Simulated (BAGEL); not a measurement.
# BBrClF (bromochlorofluoroborane) at HF/3-21G (density fitting with qzvpp-jkfit)

Aim: the vertical ionisation energy of BBrClF (bromochlorofluoroborane) at HF/3-21G (density fitting with qzvpp-jkfit), from 2 runs. 

The calculation is run with BAGEL 1.2.2.

4 further runs of the same task are left out: 3 that didn't finish, 1 set aside as unsound or not needed.

### 1 The system as given

BBrClF has 4 atoms, charge 0, and is taken as a singlet. SMILES: `FB(Cl)Br`. The shape is that of a PBE0-D4/def2-TZVP optimisation.

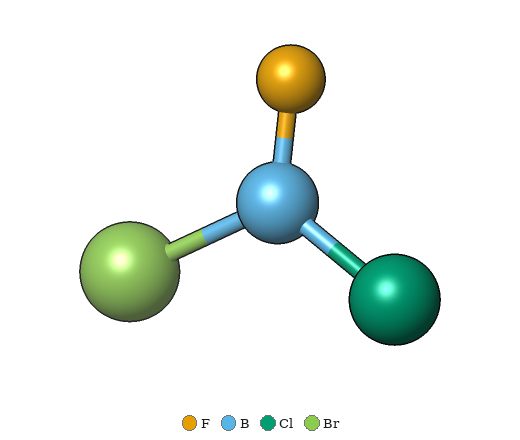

The structure, seen from a chosen angle (fluorine amber, boron blue, chlorine teal, bromine green).

### 2 A single-point energy at HF/3-21G (density fitting with qzvpp-jkfit)

File hf.json:

```json
{ "bagel" : [

{
  "title" : "molecule",
  "basis" : "3-21g",
  "df_basis" : "qzvpp-jkfit",
  "angstrom" : true,
  "geometry" : [
    { "atom" : "F", "xyz" : [      -0.037800,      -1.335000,      -0.542400 ] },
    { "atom" : "B", "xyz" : [       0.000500,      -0.136300,      -0.018100 ] },
    { "atom" : "Cl", "xyz" : [      -0.369900,       0.071000,       1.666000 ] },
    { "atom" : "Br", "xyz" : [       0.462600,       1.340100,      -1.125800 ] }
  ]
},

{
  "title" : "hf"
},

{
  "title" : "print",
  "file" : "orbitals.molden",
  "orbitals" : true
}

]}
```

Command:

```sh
BAGEL_NUM_THREADS=1 BAGEL hf.json > hf.out
```

Log:

```text
* using 1 threads per process

  ===============================================================
  ===============================================================

  *** Geometry ***

  { "atom" : "F", "xyz" : [     -0.071432,     -2.522784,     -1.024987 ] },
  { "atom" : "B", "xyz" : [      0.000945,     -0.257570,     -0.034204 ] },
  { "atom" : "Cl", "xyz" : [     -0.699010,      0.134171,      3.148284 ] },
  { "atom" : "Br", "xyz" : [      0.874187,      2.532422,     -2.127454 ] },

  Number of auxiliary basis functions:      546

  Since a DF basis is specified, we compute 2- and 3-index integrals:
    o Being stored without compression. Storage requirement is 0.012 GB

  Number of basis functions:       53
  Number of electrons      :       66

    * METHOD: MOLECULE                             0.19

  *** RHF ***

  === Nuclear Repulsion ===
   282.4158234519

      * DIIS with orbital gradients will be used.

  === RHF iteration (3-21g) ===
      0      -3140.80835383          0.01990412           0.06
      1      -3140.89077777          0.01177327           0.06
      2      -3140.91705655          0.00097650           0.06
      3      -3140.91745451          0.00032066           0.06
      4      -3140.91750042          0.00003605           0.06
      5      -3140.91750143          0.00000830           0.06
      6      -3140.91750149          0.00000238           0.06
      7      -3140.91750149          0.00000074           0.06
      8      -3140.91750149          0.00000018           0.06
      9      -3140.91750149          0.00000006           0.06
     10      -3140.91750149          0.00000002           0.06
     11      -3140.91750149          0.00000000           0.05
    * SCF iteration converged.

    * Permanent dipole moment:
           (   -0.046115,    -0.050487,     0.166056) a.u.

    * METHOD: HF                                   0.86

    * METHOD: PRINT                                0.00

  ===============================================================
```

Wall time 1.2 s (1 thread of Arm Neoverse V2, shared host).

### 3 The doublet cation

File job.json:

```json
{ "bagel" : [

{
  "title" : "molecule",
  "basis" : "3-21g",
  "df_basis" : "qzvpp-jkfit",
  "angstrom" : true,
  "geometry" : [
    { "atom" : "F", "xyz" : [   -0.037800,   -1.335000,   -0.542400 ] },
    { "atom" : "B", "xyz" : [    0.000500,   -0.136300,   -0.018100 ] },
    { "atom" : "Cl", "xyz" : [   -0.369900,    0.071000,    1.666000 ] },
    { "atom" : "Br", "xyz" : [    0.462600,    1.340100,   -1.125800 ] }
  ]
},
{
  "title" : "uhf",
  "charge" : 1,
  "nopen" : 1
},
{
  "title" : "print",
  "file" : "orbitals.molden",
  "orbitals" : true
}

]}
```

Command:

```sh
BAGEL_NUM_THREADS=1 BAGEL job.json > job.out
```

Log:

```text
* using 1 threads per process

  ===============================================================
  ===============================================================

  *** Geometry ***

  { "atom" : "F", "xyz" : [     -0.071432,     -2.522784,     -1.024987 ] },
  { "atom" : "B", "xyz" : [      0.000945,     -0.257570,     -0.034204 ] },
  { "atom" : "Cl", "xyz" : [     -0.699010,      0.134171,      3.148284 ] },
  { "atom" : "Br", "xyz" : [      0.874187,      2.532422,     -2.127454 ] },

  Number of auxiliary basis functions:      546

  Since a DF basis is specified, we compute 2- and 3-index integrals:
    o Being stored without compression. Storage requirement is 0.012 GB

  Number of basis functions:       53
  Number of electrons      :       66

    * METHOD: MOLECULE                             0.20

  *** Open-shell HF ***

  === Nuclear Repulsion ===
   282.4158234519

      * DIIS with orbital gradients will be used.

  === UHF iteration (3-21g) ===
      0      -3140.36935847          0.04187652           0.12
      1      -3140.47314273          0.02699258           0.12
      2      -3140.49806367          0.01693978           0.12
      3      -3140.51172536          0.00147638           0.11
      4      -3140.51303852          0.00091964           0.12
      5      -3140.51392449          0.00054982           0.11
      6      -3140.51432589          0.00029380           0.11
      7      -3140.51442721          0.00019158           0.11
      8      -3140.51447887          0.00008042           0.11
      9      -3140.51448401          0.00002709           0.11
     10      -3140.51448456          0.00000888           0.11
     11      -3140.51448469          0.00000347           0.12
     12      -3140.51448472          0.00000122           0.12
     13      -3140.51448472          0.00000050           0.12
     14      -3140.51448472          0.00000022           0.11
     15      -3140.51448472          0.00000011           0.11
     16      -3140.51448473          0.00000006           0.11
     17      -3140.51448473          0.00000003           0.12
     18      -3140.51448473          0.00000001           0.12
     19      -3140.51448473          0.00000001           0.11
    * SCF iteration converged.

    * S^2 (UHF) is 0.7526

    * Permanent dipole moment:
           (   -0.324135,    -0.845387,     0.885975) a.u.

    * METHOD: UHF                                  2.43

    * METHOD: PRINT                                0.01

  ===============================================================
```

Run time: 2.8 s. Hardware: 1 thread of Arm Neoverse V2, shared host.

### 4 Results

Level: HF/3-21G (density fitting with qzvpp-jkfit).

| quantity | value |
| --- | --- |
| singlet BBrClF: total energy | -3140.91750 Eh |
| singlet BBrClF: dipole moment | 0.46 D |
| singlet BBrClF: HOMO energy | -11.96 eV |
| singlet BBrClF: LUMO energy | 2.61 eV |
| singlet BBrClF: HOMO–LUMO gap | 14.58 eV |
| doublet cation: total energy | -3140.51448 Eh |
| doublet cation: ⟨S²⟩ | 0.753 |
| vertical ionisation energy (to the doublet cation) | 10.967 eV |

What this shows: Removing an electron at fixed nuclei costs 10.97 eV (1058 kJ/mol). The negative HOMO energy of the first species, 11.96 eV, lies 1.00 eV above that difference.
